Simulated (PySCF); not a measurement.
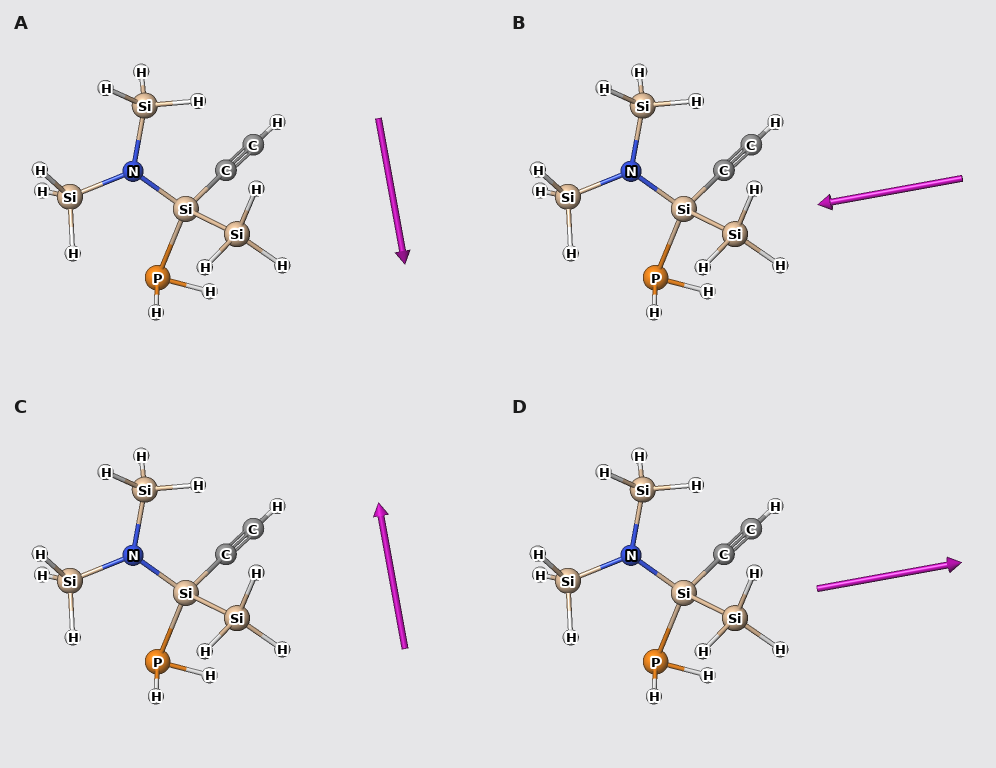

The same molecule four times, each with an arrow. The computed structure is the end point of a PBE0-D3(BJ)/def2-SVP optimisation. No frequency run is at hand to confirm it as a minimum. Level of theory: PBE0/pcSseg-1 in tetrahydrofuran (IEF-PCM) (PySCF 2.14.0).

**Which arrow points along the dipole moment, from the negative to the positive end?**

D. The dipole moment is 1.15 D.
